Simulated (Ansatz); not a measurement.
**r2SCAN0/STO-3G run of SnO (tin(ii) oxide)**

What is the vertical singlet–triplet gap of SnO (tin(ii) oxide) at r2SCAN0/STO-3G? 

The calculation is run with Ansatz 0.2.0.

53 further runs of the same task are left out: 19 that didn't finish, 34 set aside as unsound or not needed.

## (1) The molecule

SnO: 2 atoms, total charge 0, spin state singlet. SMILES: `[O]=[Sn]`. The shape is that of a PBE0-D4/def2-TZVP optimisation.

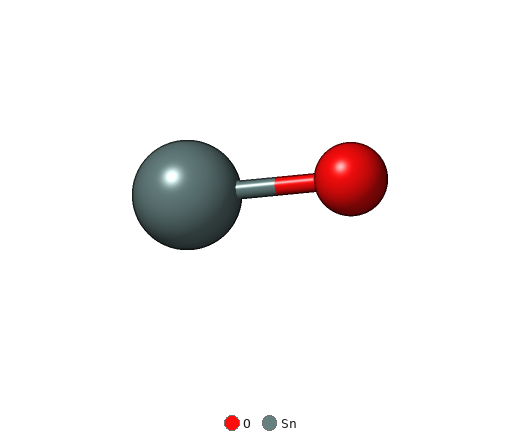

The structure, seen from a chosen angle (oxygen red, tin teal).

## (2) A single-point energy at r2SCAN0/STO-3G

The input, job.yaml:

```yaml
crystal:
  periodic: [false, false, false]
  atoms:
    - {symbol: O, position_ang: [-0.000000, 0.000000, -0.007080]}
    - {symbol: Sn, position_ang: [0.000000, -0.000000, 1.810660]}
basis:
  gaussian:
    orbitals: STO-3G
hamiltonian:
  xc: {name: r2SCAN0}
accuracy: high
```

Started as:

```sh
ansatz run job.yaml --threads 1 --pin off --max-ram 3480MiB --events-out events.jsonl --progress --plain --runs-dir runs
```

Log:

```text
Warning: RAYON_NUM_THREADS=1 ignored (pool sized by the plan → 1); use --threads N
Functional definition: r2SCAN0
  name "r2SCAN0"
  parameter a = 0.25
  parameter k0 = 0.174
  parameter k1 = 0.065
  parameter a1 = 4.9479
  exchange = (1 - a)*r2scan_x(k0 = k0, k1 = k1, a1 = a1) + a*exact_x
  correlation = r2scan_c
568 factors; integrals over basis functions are off by at most 5.0e-9 eV
mean field evaluation 1: about -164342.0042 eV, gradient 3.7e1 eV
mean field evaluation 2: about -164248.5550 eV, gradient 1.4e2 eV
mean field evaluation 4: about -164348.5987 eV, gradient 9.2e0 eV
mean field evaluation 8: about -164348.8700 eV, gradient 5.4e-1 eV
mean field evaluation 16: about -164348.8885 eV, gradient 4.3e-5 eV
mean field -164348.88850807 eV, -6039.7102529938 hartree, gradient 1.2e-8 eV, S^2 0.000000; 0 other end points of the search recorded, 0 dependent functions left out
reference -164348.88850829 eV, -6039.7102530019 hartree; 29, 29 occupied and 3, 3 virtual orbitals, 568 factors
Total energy: -164348.88850829 eV, -6039.7102530019 hartree
```

Run time: 2.8 s. Hardware: 1 thread of Arm Neoverse V2, shared host; peak memory 0.13 GiB.

## (3) The triplet, same level

The input, input.yaml:

```yaml
crystal:
  periodic: [false, false, false]
  atoms:
    - {symbol: O, position_ang: [-0.000000, 0.000000, -0.007080]}
    - {symbol: Sn, position_ang: [0.000000, -0.000000, 1.810660]}
basis:
  gaussian:
    orbitals: STO-3G
magnetization:
  spin_polarized: true
  initial_magnetization: 2
hamiltonian:
  xc: {name: r2SCAN0}
accuracy: high
```

Started as:

```sh
ansatz run input.yaml --threads 1 --pin off --max-ram 3480MiB --events-out events.jsonl --progress --plain --runs-dir runs
```

Log:

```text
Warning: RAYON_NUM_THREADS=1 ignored (pool sized by the plan → 1); use --threads N
Functional definition: r2SCAN0
  name "r2SCAN0"
  parameter a = 0.25
  parameter k0 = 0.174
  parameter k1 = 0.065
  parameter a1 = 4.9479
  exchange = (1 - a)*r2scan_x(k0 = k0, k1 = k1, a1 = a1) + a*exact_x
  correlation = r2scan_c
568 factors; integrals over basis functions are off by at most 5.0e-9 eV
mean field evaluation 1: about -164342.0389 eV, gradient 2.0e1 eV
mean field evaluation 2: about -164292.3062 eV, gradient 7.6e1 eV
mean field evaluation 4: about -164345.8047 eV, gradient 2.0e0 eV
mean field evaluation 8: about -164345.8748 eV, gradient 1.3e-1 eV
mean field evaluation 16: about -164345.8750 eV, gradient 6.3e-5 eV
mean field evaluation 32: about -164345.8735 eV, gradient 4.7e-1 eV
mean field evaluation 64: about -164346.2390 eV, gradient 7.7e-1 eV
mean field -164346.32771021 eV, -6039.6161454084 hartree, gradient 4.1e-9 eV, S^2 2.006273; 4 other end points of the search recorded, 0 dependent functions left out
reference -164346.32771064 eV, -6039.6161454242 hartree; 30, 28 occupied and 2, 4 virtual orbitals, 568 factors
Total energy: -164346.32771064 eV, -6039.6161454242 hartree
```

Run time: 22 s. Hardware: 1 thread of Arm Neoverse V2, shared host; peak memory 0.24 GiB.

## (4) What came out

Level: r2SCAN0/STO-3G.

```
                                        quantity           value
                           singlet: total energy  -6039.71025 Eh
                           triplet: total energy  -6039.61615 Eh
                                   triplet: ⟨S²⟩           2.006
vertical energy of the triplet above the singlet        2.561 eV
```

What this shows: At this shape the triplet lies 2.56 eV (247 kJ/mol) above the singlet. In a minimal basis such a difference can be off by several eV, whatever the method. Relativity is left out (singlet) although the molecule holds a heavy atom. Relativity is left out (triplet) although the molecule holds a heavy atom.
